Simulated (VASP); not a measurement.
Band structure of HgTe (zinc blende). Computed with SCAN meta-GGA, VASP's PBE PAW potentials (set 64) (plane waves; VASP).

Unless said otherwise, spin-orbit coupling is left out, though it shifts the bands of the heavy elements here.

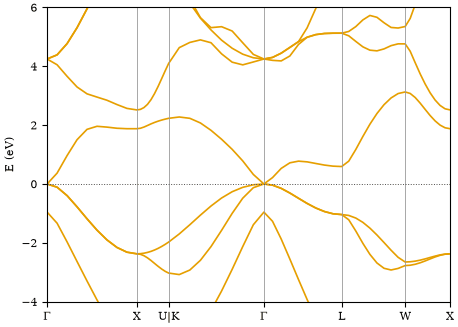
Figure. Bands along high-symmetry lines, zero at the valence-band maximum or, without a gap, the Fermi level

Task: Read the plot: is there a gap, and where are the band edges?

Result: It has no gap at this level: it comes out as a metal or semimetal.

The compound is HgTe in the zinc blende structure. It was relaxed first.
